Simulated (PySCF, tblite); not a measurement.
# C4H4B2ClF: geometry, infrared bands and NMR shifts

Aim: predict the infrared bands and NMR shifts of C4H4B2ClF (`FC1=C(Cl)BC=CB1`).

Computed with tblite 0.8.0 and PySCF 2.14.0, with density-fitted response routines of our own, on a single molecule in the gas phase. Atoms are numbered from 0 throughout.

## 1. The molecule as given

12 atoms, charge 0, multiplicity 1; geometry from: force field or distance geometry start.

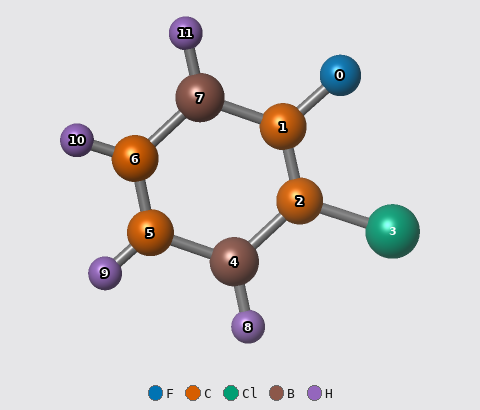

The starting geometry (fluorine blue, carbon orange, chlorine teal, boron brown, hydrogen purple), atoms numbered; sticks join atoms by distance.

## 2. Optimising the geometry with GFN2-xTB

Job settings and geometry (Å):

```
{"job": {"kind": "relax", "xc": "GFN2-xTB", "basis": "xTB"}, "charge": 0, "multiplicity": 1}
F      2.426900     1.443100     0.012500
C      1.259700     0.731800    -0.003500
C      1.312500    -0.624500     0.015200
Cl     2.843500    -1.459200     0.019900
B     -0.027700    -1.476400     0.011200
C     -1.404100    -0.696000    -0.013700
C     -1.436400     0.651700    -0.020400
B     -0.104600     1.508900    -0.004300
H      0.007500    -2.658800     0.009800
H     -2.329300    -1.262000    -0.012400
H     -2.396600     1.159000    -0.028600
H     -0.150100     2.681600    -0.011800
```

Launch:

```
$ OMP_NUM_THREADS=1 python probes_run.py task.json out
```

The driver reads the jobs from task.json and runs them one after another.

The program printed:

```text
step      E/eV     max force
  0    -606.25197    0.734
  1    -606.27262    0.350
  2    -606.29422    0.359
  3    -606.30239    0.238
  4    -606.30523    0.100
  5    -606.30569    0.078
  6    -606.30609    0.074
  7    -606.30666    0.080
  8    -606.30713    0.054
  9    -606.30733    0.030
 10    -606.30739    0.015
 11    -606.30742    0.016
 12    -606.30744    0.013
 13    -606.30746    0.012
 14    -606.30748    0.009
```

It took 0.28 s on 1 thread of Intel Xeon at 2.50GHz, shared host.

Relaxation path:

| step | energy from step 0 (eV) | largest force (eV/Å) |
| --- | --- | --- |
| 0 | 0.0000 | 0.7344 |
| 1 | -0.0206 | 0.3497 |
| 2 | -0.0422 | 0.3588 |
| 3 | -0.0504 | 0.2385 |
| 4 | -0.0533 | 0.1005 |
| 5 | -0.0537 | 0.0784 |
| 6 | -0.0541 | 0.0735 |
| 7 | -0.0547 | 0.0799 |
| 8 | -0.0552 | 0.0538 |
| 9 | -0.0554 | 0.0298 |
| 10 | -0.0554 | 0.0153 |
| 11 | -0.0554 | 0.0161 |
| 12 | -0.0555 | 0.0128 |
| 13 | -0.0555 | 0.0121 |
| 14 | -0.0555 | 0.0086 |

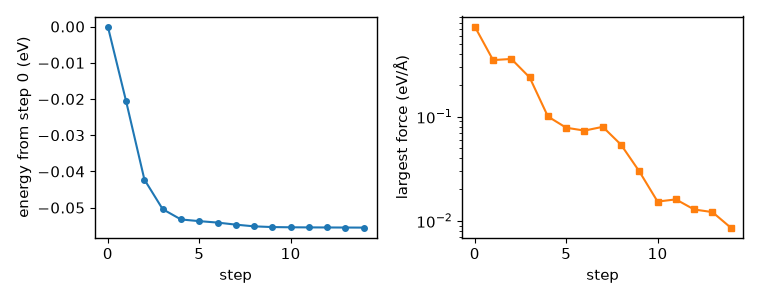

Energy and largest force along the relaxation.

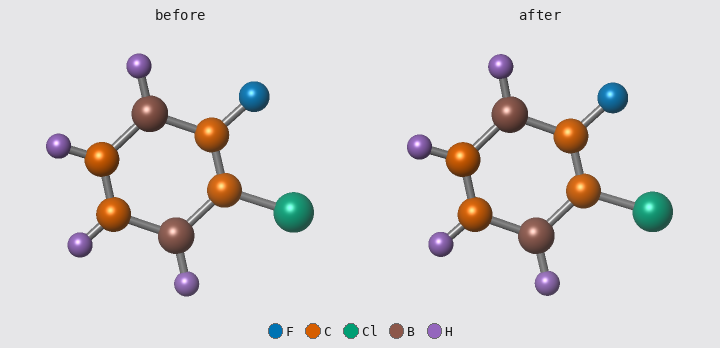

The geometry before (left) and after (right).

Distances of close pairs at the start and the end, largest changes first:

| bond | before (Å) | after (Å) | change (Å) |
| --- | --- | --- | --- |
| C2–B4 | 1.588 | 1.557 | -0.031 |
| C6–B7 | 1.584 | 1.555 | -0.029 |
| B4–C5 | 1.582 | 1.555 | -0.028 |
| C1–B7 | 1.570 | 1.551 | -0.019 |
| B4–H8 | 1.183 | 1.168 | -0.015 |
| F0–C1 | 1.367 | 1.356 | -0.011 |
| C2–Cl3 | 1.744 | 1.733 | -0.011 |
| C1–C2 | 1.357 | 1.351 | -0.007 |

The next job starts from the end point, and lists it.

## 3. Harmonic vibrations with GFN2-xTB

Job settings and geometry (Å):

```
{"job": {"kind": "ir", "xc": "GFN2-xTB", "basis": "xTB"}, "charge": 0, "multiplicity": 1}
F      2.385985     1.427973     0.008907
C      1.229383     0.719616     0.004252
C      1.282975    -0.630223     0.009806
Cl     2.819403    -1.432342     0.022679
B     -0.027390    -1.470374     0.005347
C     -1.375056    -0.695400    -0.009230
C     -1.414695     0.650736    -0.017061
B     -0.111284     1.498956    -0.008803
H      0.020391    -2.636881     0.011769
H     -2.312345    -1.242916    -0.014216
H     -2.381908     1.143347    -0.029119
H     -0.114261     2.666823    -0.010356
```

The program printed:

```text
mode    cm-1     km/mol
  1      -9.0      0.01
  2      85.0      0.56
  3     168.6      0.15
  4     198.8      0.72
  5     236.2      1.46
  6     280.0      0.43
  7     418.0      2.36
  8     462.4      9.14
  9     477.6      6.25
 10     568.8      6.58
 11     605.6      8.21
 12     708.2     33.83
 13     714.0      0.56
 14     797.2    198.89
 15     874.5      1.33
 16     888.0      1.25
 17     918.8     18.66
 18     987.0      0.01
 19     999.0     60.36
 20    1071.7    138.52
 21    1148.5     19.89
 22    1177.5     84.02
 23    1255.0    128.22
 24    1345.2     21.02
 25    1536.8    297.04
 26    1601.7      0.10
 27    2676.5    153.59
 28    2677.5     37.17
 29    3013.9     32.40
 30    3030.4     86.89
```

Run time: 1.1 s. Hardware: 1 thread of Intel Xeon at 2.50GHz, shared host.

Which atoms move in the most intense modes:

| cm⁻¹ | km/mol | atoms |
| --- | --- | --- |
| 797 | 198.9 | H9 17 %, H10 17 %, H8 12 %, B4 12 % |
| 999 | 60.4 | C2 36 %, H8 29 %, C1 11 %, B4 10 % |
| 1072 | 138.5 | C1 27 %, B7 23 %, H11 17 %, F0 15 % |
| 1178 | 84.0 | C1 30 %, H9 26 %, H10 15 %, B7 14 % |
| 1255 | 128.2 | B7 22 %, H10 17 %, H9 16 %, C1 16 % |
| 1537 | 297.0 | C1 45 %, C2 41 % |
| 2676 | 153.6 | H11 86 % |
| 3030 | 86.9 | H10 47 %, H9 45 % |

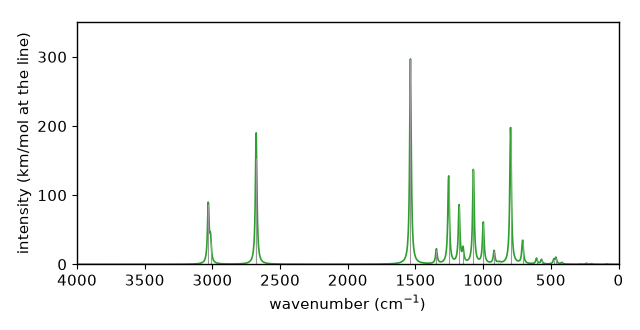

The infrared spectrum from these modes, unscaled. Lines are broadened to a width of 14 cm⁻¹ (Lorentzian).

## 4. Nuclear shieldings: PBE0/pcSseg-1

Same as in step 3 but for these lines:

```diff
@@ -1,2 +1,2 @@
-{"job": {"kind": "ir", "xc": "GFN2-xTB", "basis": "xTB"}, "charge": 0, "multiplicity": 1}
+{"job": {"kind": "nmr", "xc": "PBE0", "basis": "pcSseg-1"}, "charge": 0, "multiplicity": 1}
 F      2.385985     1.427973     0.008907
```

Method: GIAO PBE0/pcSseg-1 NMR shielding, non-relativistic, gas phase.

The program printed:

```text
coarse grid: 11712 points
cycle   1  E = -763.8741749050  dE =  1.090e+00  |g| = 4.610e-01  |ddm| = 3.357e+00
cycle   2  E = -763.8463156757  dE =  2.786e-02  |g| = 6.358e-01  |ddm| = 8.262e-01
cycle   3  E = -763.9164492358  dE = -7.013e-02  |g| = 8.428e-02  |ddm| = 4.995e-01
cycle   4  E = -763.9176113713  dE = -1.162e-03  |g| = 3.500e-02  |ddm| = 9.011e-02
cycle   5  E = -763.9178729184  dE = -2.615e-04  |g| = 1.253e-02  |ddm| = 4.151e-02
cycle   6  E = -763.9179078312  dE = -3.491e-05  |g| = 4.751e-03  |ddm| = 1.446e-02
cycle   7  E = -763.9179137562  dE = -5.925e-06  |g| = 1.290e-03  |ddm| = 5.435e-03
final grid: 112088 points
cycle   8  E = -763.9671459786  dE = -3.831e-05  |g| = 7.664e-03  |ddm| = 3.381e-02
cycle   9  E = -763.9671335336  dE =  1.244e-05  |g| = 1.067e-02  |ddm| = 1.602e-02
cycle  10  E = -763.9671600522  dE = -2.652e-05  |g| = 1.634e-03  |ddm| = 9.671e-03
cycle  11  E = -763.9671605717  dE = -5.195e-07  |g| = 5.592e-04  |ddm| = 1.671e-03
cycle  12  E = -763.9671606516  dE = -7.999e-08  |g| = 1.899e-04  |ddm| = 5.981e-04
cycle  13  E = -763.9671606592  dE = -7.527e-09  |g| = 4.258e-05  |ddm| = 1.741e-04
cycle  14  E = -763.9671606596  dE = -3.929e-10  |g| = 1.350e-05  |ddm| = 5.412e-05
converged SCF energy = -763.9671606596

GIAO shielding tensors (ppm)
atom      isotropic    diamagn.    paramagn.     s11        s22        s33       span
  0 F      237.731     471.688    -233.958    111.001    206.073    396.118    285.117
  1 C       -5.526     251.625    -257.151   -107.439     22.723     68.137    175.576
  2 C       33.706     257.245    -223.539    -53.913     36.149    118.882    172.795
  3 Cl     690.288    1145.072    -454.784    476.298    794.803    799.761    323.463
  4 B       38.300     190.126    -151.825     -8.402     14.384    108.919    117.322
  5 C       21.785     256.734    -234.949   -103.876     -1.078    170.310    274.186
  6 C       23.401     256.909    -233.508   -100.393      1.075    169.520    269.913
  7 B       42.844     193.095    -150.252     -7.342     19.044    116.828    124.169
  8 H       25.540      29.000      -3.460     20.979     26.730     28.910      7.932
  9 H       24.150      30.173      -6.023     20.160     25.176     27.114      6.954
 10 H       24.284      30.184      -5.900     20.413     25.159     27.281      6.868
 11 H       25.550      29.255      -3.705     21.813     27.120     27.716      5.903
```

It took 66 s on 1 thread of Intel Xeon at 2.50GHz, shared host; peak memory 0.73 GiB.

Shifts follow as δ = σ(reference) − σ, with reference shieldings (ppm) from runs at the same level and on the same kind of geometry: 1H TMS 31.72, 13C TMS 186.9, 19F CFCl3 170.9, 11B BF3·OEt2 100.1, 35Cl HCl 950. The references are single molecules in the gas phase, so shifts against H2O, NH3, PH3, H3PO4 or CFCl3 are not on the usual liquid scales and can be off by tens of ppm.

| atoms | environment | σ (ppm) | δ (ppm) | δ scaled to CDCl3 |
| --- | --- | --- | --- | --- |
| C1 | fully substituted alkene carbon | -5.5 | 192.5 | 185.9 |
| C5 | alkene CH | 21.8 | 165.1 | 159.3 |
| C6 | alkene CH | 23.4 | 163.5 | 157.7 |
| C2 | fully substituted alkene carbon | 33.7 | 153.2 | 147.6 |
| H9 | hydrogen on an alkene CH | 24.15 | 7.57 | 7.24 |
| H10 | hydrogen on an alkene CH | 24.28 | 7.43 | 7.11 |
| H8 | hydrogen on a boron bonded to 2 C, in a 6-membered ring | 25.54 | 6.18 | – |
| H11 | hydrogen on a boron bonded to 2 C, in a 6-membered ring | 25.55 | 6.17 | – |
| F0 | vinylic fluorine | 237.7 | -66.8 | – |
| Cl3 | chlorine bonded to C | 690 | 259 | – |
| B4 | boron bonded to 2 C, H, in a 6-membered ring | 38.3 | 61.8 | – |
| B7 | boron bonded to 2 C, H, in a 6-membered ring | 42.8 | 57.2 | – |

The scaled column applies a straight-line fit of computed shieldings to shifts measured in CDCl3, with any fitted terms for Cl, Br or S neighbours, and one for carbons that bear F (root-mean-square error 0.16 ppm for H, 1.9 ppm for C).

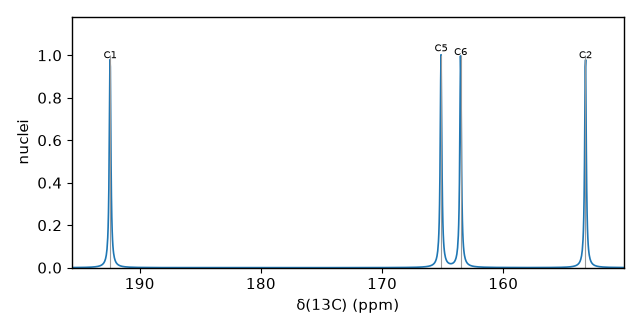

13C lines at the computed shifts, without couplings. Lines are broadened to a width of 0.16 ppm (Lorentzian).

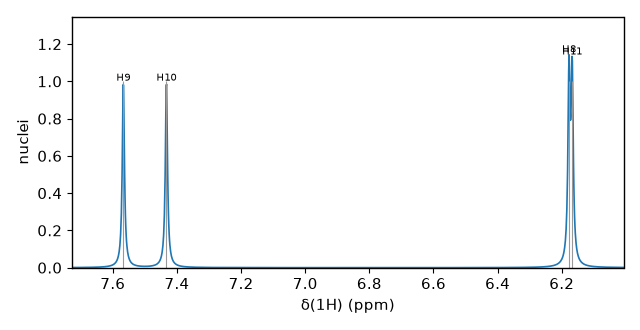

1H lines at the computed shifts, without couplings. Lines are broadened to a width of 0.01 ppm (Lorentzian).

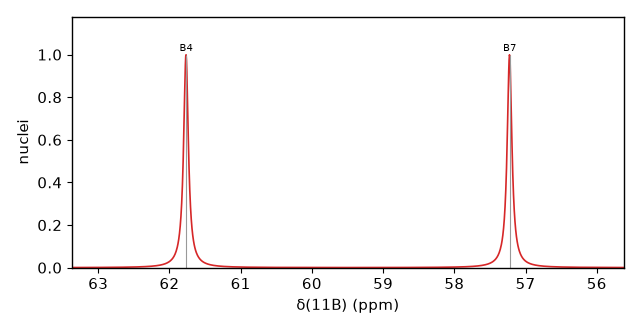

11B lines at the computed shifts, without couplings. Lines are broadened to a width of 0.08 ppm (Lorentzian).

Charges from the same density, by scheme (e):

| atoms | Mulliken | IAO | Hirshfeld | ESP fit |
| --- | --- | --- | --- | --- |
| F0 | -0.27 | -0.25 | -0.08 | -0.22 |
| C1 | 0.20 | 0.19 | 0.02 | 0.37 |
| C2 | -0.42 | -0.15 | -0.06 | -0.36 |
| Cl3 | -0.05 | 0.00 | -0.03 | -0.03 |
| B4 | 0.52 | 0.15 | 0.16 | 0.51 |
| C5 | -0.31 | -0.22 | -0.08 | -0.34 |
| C6 | -0.31 | -0.22 | -0.09 | -0.15 |
| B7 | 0.35 | 0.13 | 0.16 | 0.18 |

Hirshfeld charges:

| atom | value (e) |
| --- | --- |
| F0 | -0.08 |
| C1 | 0.02 |
| C2 | -0.06 |
| Cl3 | -0.03 |
| B4 | 0.16 |
| C5 | -0.08 |
| C6 | -0.09 |
| B7 | 0.16 |
| H8 | -0.05 |
| H9 | 0.05 |
| H10 | 0.05 |
| H11 | -0.05 |

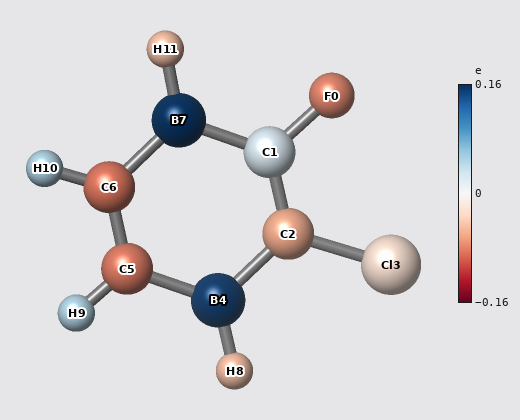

Hirshfeld charges, as colours on the atoms.

Mayer bond orders: F0–C1 0.94, C1–C2 1.62, C2–Cl3 1.09, C2–B4 0.91, B4–C5 0.98, C5–C6 1.83, C6–B7 0.98, B7–C1 1.00.

Ring of atoms C1, C2, B4, C5, C6, B7: NICS(0) 10.8, NICS(1) 4.7, NICS(1)zz 21.1 ppm (means of both faces).

## 5. What came out

| quantity | value |
| --- | --- |
| strongest single infrared mode (GFN2-xTB) | 1537 cm⁻¹, 297 km/mol |
| zero-point energy (GFN2-xTB) | 44.2 kcal/mol |
| 13C shifts against TMS (PBE0/pcSseg-1) | 192.5, 165.1, 163.5, 153.2 ppm |
| 1H shifts against TMS (PBE0/pcSseg-1) | 7.57, 7.43, 6.18, 6.17 ppm |
| 19F shifts against CFCl3 (PBE0/pcSseg-1) | -66.8 ppm |
| 35Cl shifts against HCl (PBE0/pcSseg-1) | 259 ppm |
| 11B shifts against BF3·OEt2 (PBE0/pcSseg-1) | 61.8, 57.2 ppm |

The optimisation took 14 steps and gained 0.056 eV; among the close pairs (by a distance rule), C2–B4 changed most, from 1.588 to 1.557 Å. The lowest mode is slightly imaginary (9i cm⁻¹), a soft motion within the noise of the Hessian, so the minimum is not strictly shown. The strongest single mode, at 1537 cm⁻¹, moves mainly C1 and C2. Unscaled tight-binding wavenumbers are off by several per cent, some by more. Its intensities can rank the bands wrongly. At PBE0/pcSseg-1: The largest span, 323 ppm, is at Cl3, where the paramagnetic term is -455 ppm. NICS(1)zz of 21 ppm above the planar ring from C1 marks a paratropic (antiaromatic) ring current.
